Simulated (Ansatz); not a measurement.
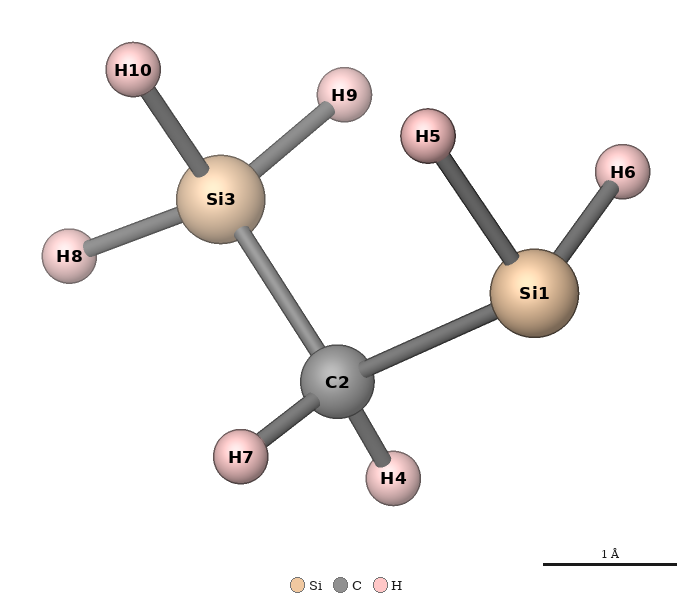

Orthographic view. Atoms fade into the background with distance from the viewer. State: charge −1, singlet. Computed geometry: PBE-D4/def2-SVPD optimisation. No frequency run is at hand to confirm it as a minimum.

Give the geometry as a Z-matrix, atoms in numerical order, with these reference atoms: 2 to 1; 3 to 2, 1; 4 to 2, 3, 1; 5 to 1, 2, 4; 6 to 1, 5, 2; 7 to 2, 4, 3; 8 to 3, 2, 4; 9 to 3, 8, 2; 10 to 3, 9, 8.

```
Si 
C    1   2.008
Si   2   1.867   1   113.0
H    2   1.112   3   110.0   1  -121.6
H    1   1.561   2    96.2   4   167.5
H    1   1.561   5    92.8   2    96.4
H    2   1.112   4   106.4   3   118.8
H    3   1.541   2   116.3   4    57.4
H    3   1.510   8   103.9   2   124.0
H    3   1.511   9   107.4   8  -109.6
```
